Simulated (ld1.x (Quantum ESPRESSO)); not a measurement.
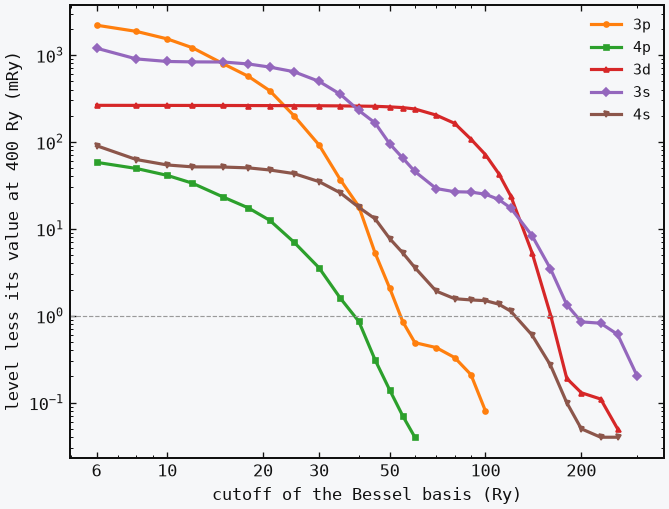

The pseudo-atom Hamiltonian at the reference potential is diagonalised in spherical Bessel functions (20 bohr box) up to the cutoff. Curves: distance of each valence level from its value at 400 Ry.

| Property | Result |
| --- | --- |
| Element | Cr (Z = 24) |
| Generator | ld1.x (Quantum ESPRESSO) 7.5 |
| Type | norm-conserving Troullier–Martins (Kleinman–Bylander form) |
| Functional | PBE |
| Relativity | scalar-relativistic |
| Frozen core | [Ne] |
| Valence charge | 14 |
| Reference configuration | 3s2 3p6 3d5 4s1 4p0 |
| Partial waves | 3p (bound): rc 1.35 bohr; 3d (bound): rc 1.05 bohr; 3s (bound): rc 0.85 bohr |
| Local potential | the s channel |
| Core correction | Bessel-smoothed model core, default radius (core density twice the valence density) |

### At which cutoff does each level come within 1 mRy for good?

3p: 55 Ry; 4p: 40 Ry; 3d: 180 Ry; 3s: 200 Ry; 4s: 140 Ry.

### From which cutoff is the occupation-weighted sum of levels good to 10 mRy, and to 1 mRy?

180 Ry and 300 Ry, on the ladder of cutoffs that was run.
